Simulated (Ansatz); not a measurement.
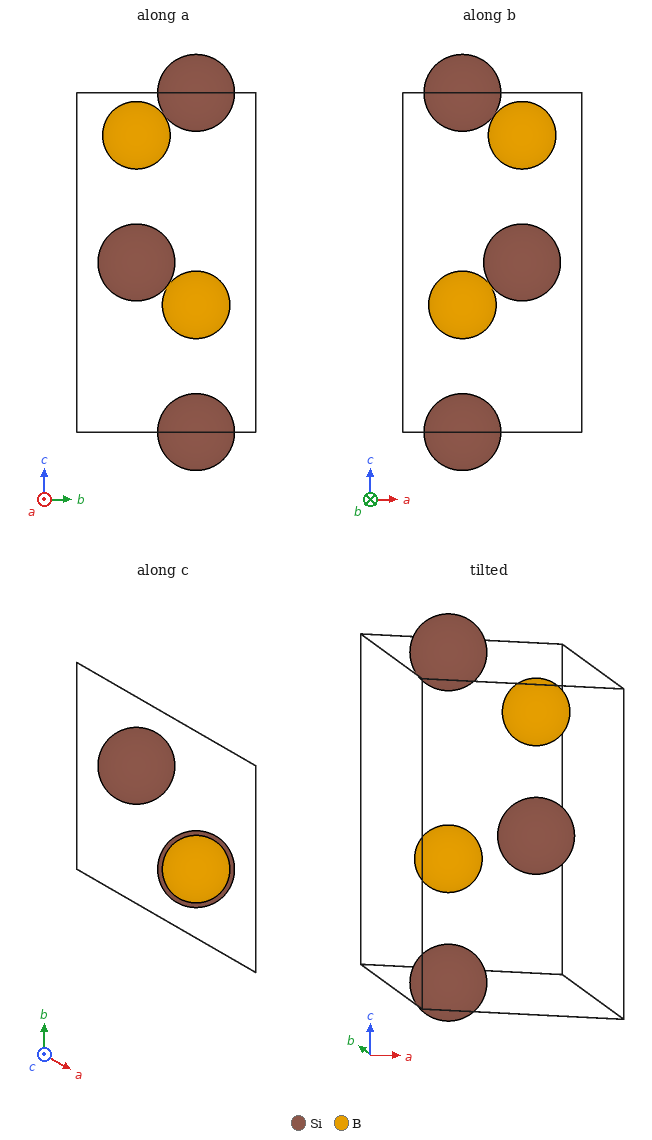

Drawn in the spheres-only manner and seen along the a axis, along the b axis, along the c axis and slightly off an axis. Lines trace the edges of the conventional unit cell.

Lattice parameters: a = 3.0653 Å, b = 3.0653 Å, c = 5.0305 Å, α = 90.000°, β = 90.000°, γ = 120.000°.

### Reconstruct the structure as a CIF with its space group and independent sites.

```cif
data_structure
_symmetry_space_group_name_H-M 'P 63 m c'
_symmetry_Int_Tables_number 186
_cell_length_a 3.0653
_cell_length_b 3.0653
_cell_length_c 5.0305
_cell_angle_alpha 90.000
_cell_angle_beta 90.000
_cell_angle_gamma 120.000
_cell_volume 40.93
loop_
_atom_site_label
_atom_site_type_symbol
_atom_site_symmetry_multiplicity
_atom_site_Wyckoff_symbol
_atom_site_fract_x
_atom_site_fract_y
_atom_site_fract_z
_atom_site_occupancy
Si1 Si 2 b 0.6667 0.3333 0.5000 1
B1 B 2 b 0.6667 0.3333 0.8750 1
```

About the cell: it is a generated cell, made by putting these elements into a known structure type (the compound may or may not exist in this form), and it is unrelaxed. Ansatz was used for an electronic-structure calculation on it.

At this level of theory the cell isn't at rest (compressed, at 50 GPa), so its distances can differ from those at equilibrium, the more so the softer the solid.
